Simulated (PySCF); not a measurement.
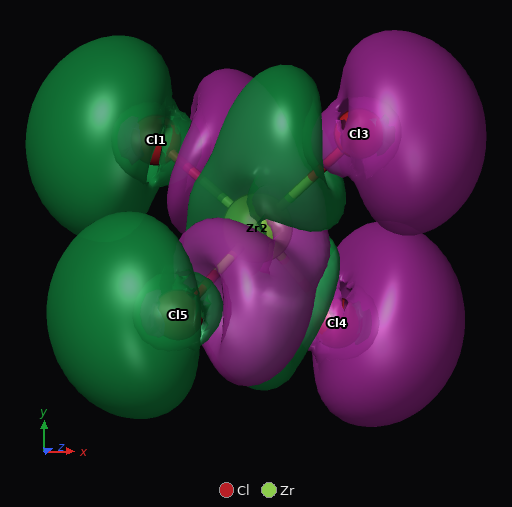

Figure. Cl₄Zr, SMILES `Cl[Zr](Cl)(Cl)Cl`. Change of the electron density in a uniform field of 0.51 V/Å, surfaces at ±0.002 e/Å³ (green: gain, purple: loss).

Level of theory: B3LYP/def2-SVPD (PySCF), at a geometry from GFN2-xTB. Core potentials replace the inner electrons of Zr; spin–orbit coupling isn't included. This is a single-reference result, which may miss multireference character in this system. No frequency check shows the geometry to be a minimum. GFN2-xTB bond lengths at metals and heavier atoms can be off by up to 0.1 Å and shapes distorted, which carries into these values.

The field was applied in both directions; the picture shows the one opposite to the script's first.

**Along which Cartesian direction does the field point?**

Along +x: electrons gather on the −x side, against the field.

**What dipole is induced, and what polarisability does it imply?**

The induced dipole is 2.38 D (along the field); α along this axis, from the fields in both directions, is 94 bohr³ (13.9 Å³).

The PySCF run took 56 s on 1 thread of AMD EPYC 7571 (shared host), peak memory 0.69 GiB.
